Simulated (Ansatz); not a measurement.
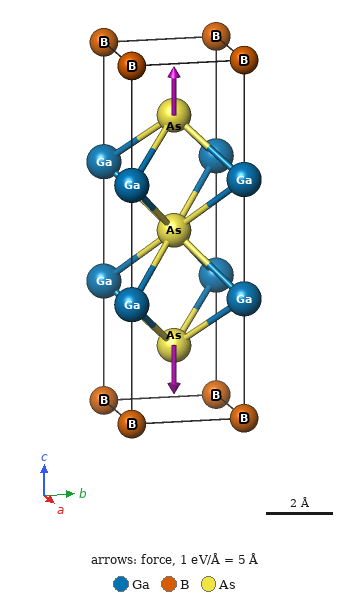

Starting geometry of crystalline Ga$_{2}$BAs$_{3}$ (a generated structure, set up in P4/mmm) (coarse preliminary run) with the computed forces as purple arrows. Style: ball-and-stick. Shown: the cell of the calculation, slightly off an axis.

The calculation used Ansatz, DFT PBE, scalar-relativistic, plane waves, PAW. (plane-wave cutoff 420 eV; k-point mesh 6 × 6 × 2; occupations gaussian; smearing width 0.1 eV; no spin polarisation; cell and atoms relaxed; force threshold 0.04 eV/Å; at most 70 steps)

### Is this structure relaxed? If not, where do the atoms go?

It isn't relaxed: the largest force vector, on As atoms, is 0.31 eV/Å. The atoms end up moving mostly along the starting forces (cosine between the two patterns 0.99). The energy falls by 503 meV per atom in 9 accepted moves (10 points after the start). Largest force component: 0.31 eV/Å at the start, 0.013 eV/Å at the end. Pressure: −9.93 GPa at the start and −0.10 GPa at the end. The SCF was repeated once at an unchanged geometry on a basis and grid sized afresh for the cell, which shifted the energy by 0.8 meV per atom at most. The largest moves relative to the cell, 0.79 Å, are those of As atoms. By element the largest moves are As 0.79 Å, Ga 0.07 Å. B stays in place. The volume changes by −21.4 %, with a = b 3.539 → 3.132 Å (−11.5 %), c 11.205 → 11.250 Å (+0.4 %). Among the contacts that change: As–As 4.005 → 2.444 Å, As–B 3.205 → 2.529 Å, As–As 3.539 → 3.132 Å, As–Ga 3.044 → 3.416 Å. New bonds form: As–As (4.01 → 2.44 Å). The space group stays P4/mmm (No. 123).
